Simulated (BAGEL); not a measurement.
# BSiH4OF (SMILES FBO[SiH3]): a chain of runs

We compute the energy (HF/cc-pVDZ), then a single-point energy (NEVPT2(2,2)/cc-pVDZ), then a single-point energy (CASPT2(2,2)/cc-pVDZ) of BSiH4OF. 

The results are computed with BAGEL 1.2.2.

1 further run of the same task is left out (set aside as unsound or not needed).

## 1. The structure to begin with

BSiH4OF has 8 atoms, charge 0, and is taken as a singlet. As SMILES, `FBO[SiH3]`. One bond was lengthened or shortened from a relaxed shape.

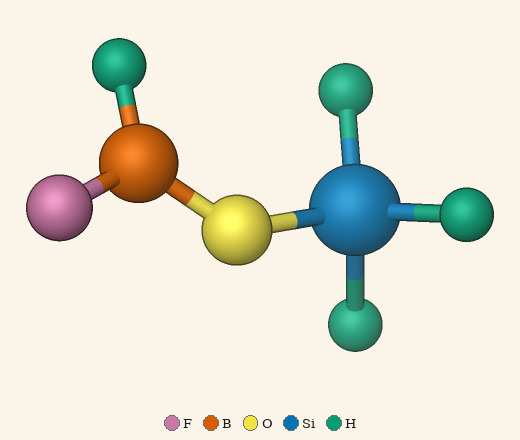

Viewed from a chosen angle; fluorine pink, boron orange, oxygen yellow, silicon blue, hydrogen teal.

## 2. The energy at HF/cc-pVDZ (density fitting with svp-jkfit) (run 1)

input.json

```json
{ "bagel": [

{
  "title": "molecule",
  "basis": "cc-pvdz.json",
  "df_basis": "svp-jkfit",
  "geometry": [
    { "atom": "F", "xyz": [    -2.78491018,    -3.48257628,     2.90947336 ] },
    { "atom": "B", "xyz": [    -1.05770050,    -1.75990194,     2.35559464 ] },
    { "atom": "O", "xyz": [    -0.68372370,    -1.17314198,    -0.08328590 ] },
    { "atom": "Si", "xyz": [     1.22206510,     0.81088148,    -1.57201214 ] },
    { "atom": "H", "xyz": [     0.09522141,    -0.79784237,     4.05030103 ] },
    { "atom": "H", "xyz": [    -0.59923215,     2.89317070,    -3.21706975 ] },
    { "atom": "H", "xyz": [     2.82776539,     2.17696450,     0.27991946 ] },
    { "atom": "H", "xyz": [     2.81699395,    -0.67652195,    -3.32624490 ] }
  ]
},

{
  "title": "hf"
},

{
  "title": "print",
  "file": "orbitals.molden",
  "orbitals": "true"
}

]}
```

The basis set cc-pVDZ is read from a file made from the Basis Set Exchange's data (not shown).

Run with:

```console
BAGEL_NUM_THREADS=1 BAGEL input.json > input.out
```

Log:

```text
* using 1 threads per process

  ===============================================================
  ===============================================================

  *** Geometry ***

  { "atom" : "F", "xyz" : [     -2.784910,     -3.482576,      2.909473 ] },
  { "atom" : "B", "xyz" : [     -1.057700,     -1.759902,      2.355595 ] },
  { "atom" : "O", "xyz" : [     -0.683724,     -1.173142,     -0.083286 ] },
  { "atom" : "Si", "xyz" : [      1.222065,      0.810881,     -1.572012 ] },
  { "atom" : "H", "xyz" : [      0.095221,     -0.797842,      4.050301 ] },
  { "atom" : "H", "xyz" : [     -0.599232,      2.893171,     -3.217070 ] },
  { "atom" : "H", "xyz" : [      2.827765,      2.176964,      0.279919 ] },
  { "atom" : "H", "xyz" : [      2.816994,     -0.676522,     -3.326245 ] },

  Number of auxiliary basis functions:      429

  Since a DF basis is specified, we compute 2- and 3-index integrals:
    o Being stored without compression. Storage requirement is 0.022 GB

  Number of basis functions:       80
  Number of electrons      :       40

    * METHOD: MOLECULE                             0.26

  *** RHF ***

  === Nuclear Repulsion ===
   150.9252257073

      * DIIS with orbital gradients will be used.

  === RHF iteration (cc-pvdz.json) ===
      0       -490.13592497          0.01727711           0.06
      1       -490.29002913          0.01252451           0.06
      2       -490.38090862          0.00138355           0.06
      3       -490.38234580          0.00039615           0.06
      4       -490.38245817          0.00010428           0.05
      5       -490.38246584          0.00001606           0.06
      6       -490.38246607          0.00000471           0.05
      7       -490.38246609          0.00000101           0.06
      8       -490.38246609          0.00000028           0.06
      9       -490.38246609          0.00000010           0.05
     10       -490.38246609          0.00000003           0.06
     11       -490.38246609          0.00000001           0.06
    * SCF iteration converged.

    * Permanent dipole moment:
           (   -0.669939,    -0.482635,     0.090629) a.u.

    * METHOD: HF                                   0.87

    * METHOD: PRINT                                0.02

  ===============================================================
```

It took 1.4 s on 1 thread of Intel Xeon Platinum 8259CL at 2.50GHz (Skylake/Cascade Lake), shared host; peak memory 0.15 GiB.

## 3. The energy at NEVPT2(2,2)/cc-pVDZ (density fitting with svp-jkfit) (run 2)

nevpt2.json

```json
{ "bagel" : [

{
  "title" : "molecule",
  "basis" : "cc-pvdz.json",
  "df_basis" : "svp-jkfit",
  "geometry" : [
    { "atom" : "F", "xyz" : [    -2.78491018,    -3.48257628,     2.90947336 ] },
    { "atom" : "B", "xyz" : [    -1.05770050,    -1.75990194,     2.35559464 ] },
    { "atom" : "O", "xyz" : [    -0.68372370,    -1.17314198,    -0.08328590 ] },
    { "atom" : "Si", "xyz" : [     1.22206510,     0.81088148,    -1.57201214 ] },
    { "atom" : "H", "xyz" : [     0.09522141,    -0.79784237,     4.05030103 ] },
    { "atom" : "H", "xyz" : [    -0.59923215,     2.89317070,    -3.21706975 ] },
    { "atom" : "H", "xyz" : [     2.82776539,     2.17696450,     0.27991946 ] },
    { "atom" : "H", "xyz" : [     2.81699395,    -0.67652195,    -3.32624490 ] }
  ]
},

{
  "title" : "hf"
},

{
  "title" : "casscf",
  "nstate" : 1,
  "nact" : 2,
  "nclosed" : 19,
  "active" : [20, 23],
  "maxiter" : 200,
  "natocc" : true
},

{
  "title" : "nevpt2",
  "nstate" : 1,
  "nact" : 2,
  "nclosed" : 19,
  "active" : [20, 23],
  "maxiter" : 200,
  "natocc" : true,
  "ncore" : 8
},

{
  "title" : "print",
  "file" : "orbitals.molden",
  "orbitals" : true
}

]}
```

The basis set cc-pVDZ is read from a file made from the Basis Set Exchange's data (not shown).

Run with:

```console
BAGEL_NUM_THREADS=1 BAGEL nevpt2.json > nevpt2.out
```

Log:

```text
* using 1 threads per process

  ===============================================================
  ===============================================================

  *** Geometry ***

  { "atom" : "F", "xyz" : [     -2.784910,     -3.482576,      2.909473 ] },
  { "atom" : "B", "xyz" : [     -1.057700,     -1.759902,      2.355595 ] },
  { "atom" : "O", "xyz" : [     -0.683724,     -1.173142,     -0.083286 ] },
  { "atom" : "Si", "xyz" : [      1.222065,      0.810881,     -1.572012 ] },
  { "atom" : "H", "xyz" : [      0.095221,     -0.797842,      4.050301 ] },
  { "atom" : "H", "xyz" : [     -0.599232,      2.893171,     -3.217070 ] },
  { "atom" : "H", "xyz" : [      2.827765,      2.176964,      0.279919 ] },
  { "atom" : "H", "xyz" : [      2.816994,     -0.676522,     -3.326245 ] },

  Number of auxiliary basis functions:      429

  Since a DF basis is specified, we compute 2- and 3-index integrals:
    o Being stored without compression. Storage requirement is 0.022 GB

  Number of basis functions:       80
  Number of electrons      :       40

    * METHOD: MOLECULE                             0.30

  *** RHF ***

  === Nuclear Repulsion ===
   150.9252257073

      * DIIS with orbital gradients will be used.

  === RHF iteration (cc-pvdz.json) ===
      0       -490.13592497          0.01727711           0.08
      1       -490.29002913          0.01252451           0.05
      2       -490.38090862          0.00138355           0.05
      3       -490.38234580          0.00039615           0.05
      4       -490.38245817          0.00010428           0.05
      5       -490.38246584          0.00001606           0.06
      6       -490.38246607          0.00000471           0.06
      7       -490.38246609          0.00000101           0.06
      8       -490.38246609          0.00000028           0.06
      9       -490.38246609          0.00000010           0.06
     10       -490.38246609          0.00000003           0.06
     11       -490.38246609          0.00000001           0.05
    * SCF iteration converged.

    * Permanent dipole moment:
           (   -0.669939,    -0.482635,     0.090629) a.u.

    * METHOD: HF                                   0.91

  ---------------------------
      CASSCF calculation
  ---------------------------

    ==== Active orbitals : =====
         Orbital 20
         Orbital 23
    ============================

    * nstate   :      1
    * nclosed  :     19
    * nact     :      2
    * nvirt    :     59
  === CASSCF iteration (cc-pvdz.json) ===

    * Using the second-order algorithm

      0  0      -490.38465025     4.52e-04      0.02

      1  0      -490.39904847     9.47e-04      0.29

      2  0      -490.39990619     1.57e-04      0.32

      3  0      -490.39992263     3.92e-05      0.35

      4  0      -490.39992325     9.32e-06      0.34

      5  0      -490.39992328     2.13e-06      0.39

      6  0      -490.39992328     4.81e-07      0.33

      7  0      -490.39992328     1.07e-07      0.32

      8  0      -490.39992328     2.39e-08      0.29

      9  0      -490.39992328     5.32e-09      0.27

    * Second-order optimization converged. *

     guess   0:   closed 1.                   open ..

  === FCI iteration ===

      0  0      -490.38214321     6.96e-02      0.00
      1  0      -490.39991393     1.25e-03      0.00
      2  0 *    -490.39992328     9.10e-16      0.00

     * ci vector, state   0, <S^2> = 0.0000
       2.     0.9919398247
       .2    -0.1267098428

    * METHOD: CASSCF                               3.06

    * freezing 8 orbitals

  === DF-NEVPT2 calculation ===

    * 3-index integral transformation done
    * assembly done

      NEVPT2 correlation energy:   -0.5358481931      0.20

          (+0)     -0.5065641293
          (+0)'    -0.0031613948
          (+1)     -0.0057888637
          (+1)'    -0.0000000000
          (+2)     -0.0001628413
          (-1)     -0.0116815169
          (-1)'     0.0000000000
          (-2)     -0.0084894472

      NEVPT2 total energy:       -490.9357714697

    * METHOD: NEVPT2                               0.31

    * METHOD: PRINT                                0.01

  ===============================================================
```

Wall time 5.1 s (1 thread of Intel Xeon Platinum 8259CL at 2.50GHz (Skylake/Cascade Lake), shared host); peak memory 0.15 GiB.

## 4. A single-point energy at CASPT2(2,2)/cc-pVDZ (density fitting with svp-jkfit) (run 3)

caspt2.json

```json
{ "bagel": [

{
  "title": "molecule",
  "basis": "cc-pvdz.json",
  "df_basis": "svp-jkfit",
  "angstrom": false,
  "geometry": [
    { "atom": "F", "xyz": [ -2.78491018, -3.48257628,  2.90947336 ] },
    { "atom": "B", "xyz": [ -1.05770050, -1.75990194,  2.35559464 ] },
    { "atom": "O", "xyz": [ -0.68372370, -1.17314198, -0.08328590 ] },
    { "atom": "Si", "xyz": [  1.22206510,  0.81088148, -1.57201214 ] },
    { "atom": "H", "xyz": [  0.09522141, -0.79784237,  4.05030103 ] },
    { "atom": "H", "xyz": [ -0.59923215,  2.89317070, -3.21706975 ] },
    { "atom": "H", "xyz": [  2.82776539,  2.17696450,  0.27991946 ] },
    { "atom": "H", "xyz": [  2.81699395, -0.67652195, -3.32624490 ] }
  ]
},
{ "title": "hf" },
{ "title": "casscf", "nstate": 1, "nact": 2, "nclosed": 19, "active": [20, 23], "maxiter": 200, "natocc": true },
{ "title": "print", "file": "orbitals.molden", "orbitals": true },
{ "title": "smith", "method": "caspt2", "ms": true, "xms": true, "sssr": true, "shift": 0.2, "shift_imag": true, "ncore": 8 }

]}
```

The basis set cc-pVDZ is read from a file made from the Basis Set Exchange's data (not shown).

Run with:

```console
BAGEL_NUM_THREADS=1 BAGEL caspt2.json > caspt2.out
```

Log:

```text
* using 1 threads per process

  ===============================================================
  ===============================================================

  *** Geometry ***

  { "atom" : "F", "xyz" : [     -2.784910,     -3.482576,      2.909473 ] },
  { "atom" : "B", "xyz" : [     -1.057700,     -1.759902,      2.355595 ] },
  { "atom" : "O", "xyz" : [     -0.683724,     -1.173142,     -0.083286 ] },
[... 4 lines of this table left out ...]
  { "atom" : "H", "xyz" : [      2.816994,     -0.676522,     -3.326245 ] },

  Number of auxiliary basis functions:      429

  Since a DF basis is specified, we compute 2- and 3-index integrals:
    o Being stored without compression. Storage requirement is 0.022 GB

  Number of basis functions:       80
  Number of electrons      :       40

    * METHOD: MOLECULE                             0.25

  *** RHF ***

  === Nuclear Repulsion ===
   150.9252257073

      * DIIS with orbital gradients will be used.

[... 6 lines left out ...]
    * SCF iteration converged.
[... 1 line left out ...]
    * Permanent dipole moment:
[... 27 lines left out ...]
    * Second-order optimization converged. *
[... 9 lines left out ...]
     * ci vector, state   0, <S^2> = 0.0000
[... 16 lines left out ...]
    * Zeroth order energy : state  0       -0.9381172862
[... 3 lines left out ...]
      -------------------------------------------  CASPT2 iteration  ---------------------------------------------------
       #      aibj      arbs      arbi      airj      risj      airs      arst      rist         Etot      error   time
      ------------------------------------------------------------------------------------------------------------------

       0  -0.50562  -0.01033  -0.01195  -0.00640  -0.00025  -0.00275  -0.00000  -0.00000   -0.5373025  0.0008948   0.12
       1  -0.50577  -0.01038  -0.01198  -0.00653  -0.00027  -0.00281   0.00000  -0.00000   -0.5377273  0.0001486   0.10
       2  -0.50577  -0.01038  -0.01198  -0.00653  -0.00027  -0.00281  -0.00000  -0.00000   -0.5377383  0.0000325   0.11
       3  -0.50577  -0.01038  -0.01198  -0.00653  -0.00027  -0.00281   0.00000  -0.00000   -0.5377388  0.0000069   0.11
       4  -0.50577  -0.01038  -0.01198  -0.00653  -0.00027  -0.00281   0.00000  -0.00000   -0.5377388  0.0000012   0.11
       5  -0.50577  -0.01038  -0.01198  -0.00653  -0.00027  -0.00281  -0.00000  -0.00000   -0.5377388  0.0000002   0.12

      ------------------------------------------------------------------------------------------------------------------

    * CASPT2 energy : state  0     -490.9396677866
        w/o shift correction       -490.9376620684
        reference weight              0.8713305647

    * METHOD: SMITH                                0.90

  ===============================================================
```

Run time: 5.4 s. Hardware: 1 thread of Intel Xeon Platinum 8259CL at 2.50GHz (Skylake/Cascade Lake), shared host; peak memory 0.17 GiB.

## 5. Outcome

```
                                quantity          value
         run 1, HF/cc-pVDZ: total energy  -490.38247 Eh
        run 1, HF/cc-pVDZ: dipole moment         2.11 D
          run 1, HF/cc-pVDZ: HOMO energy      -12.33 eV
          run 1, HF/cc-pVDZ: LUMO energy        3.73 eV
        run 1, HF/cc-pVDZ: HOMO–LUMO gap       16.06 eV
run 2, NEVPT2(2,2)/cc-pVDZ: total energy  -490.93577 Eh
run 3, CASPT2(2,2)/cc-pVDZ: total energy  -490.93967 Eh
```
